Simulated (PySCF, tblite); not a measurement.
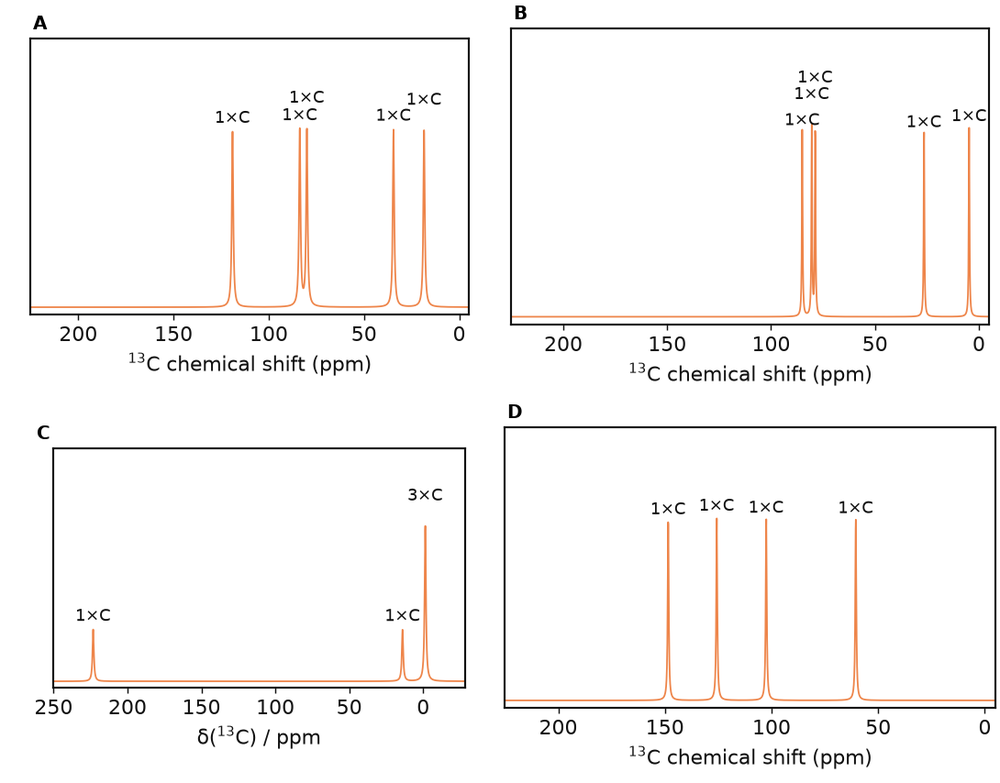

GIAO shifts, PBE0/pcSseg-1 in PySCF 2.14.0, at a GFN2-xTB geometry (a minimum by its frequencies), against TMS for ¹³C computed at the same level. Gas phase, fully decoupled, line heights follow the number of nuclei, widths are arbitrary (no quadrupolar broadening); values of one conformer, averaged over nuclei that symmetry or rotation about single bonds exchange, these motions taken as fast; other conformers aren't averaged in.

> Which panel belongs to which molecule?
1. C₅H₉FSi, SMILES FCCCC#C[SiH3]
2. C₅H₉BO, SMILES BOCCC#CC
3. C₄H₇BCl₂, SMILES BCC(Cl)(Cl)C=C
4. C₅H₁₂FPSi, SMILES C[Si](C)(C)C/P=C/F

A: 1 (119.0 (1 C), 83.7 (1 C), 80.0 (1 C), 34.5 (1 C), 18.5 (1 C) ppm)
B: 2 (85.0 (1 C), 80.4 (1 C), 78.8 (1 C), 26.4 (1 C), 4.7 (1 C) ppm)
C: 4 (223.2 (1 C), 14.0 (1 C), −1.4 (3 C) ppm)
D: 3 (148.5 (1 C), 125.7 (1 C), 102.5 (1 C), 60.5 (1 C) ppm)

Caveats, for all or some of the runs: the tight-binding geometry is rougher than a DFT one and adds to the error.
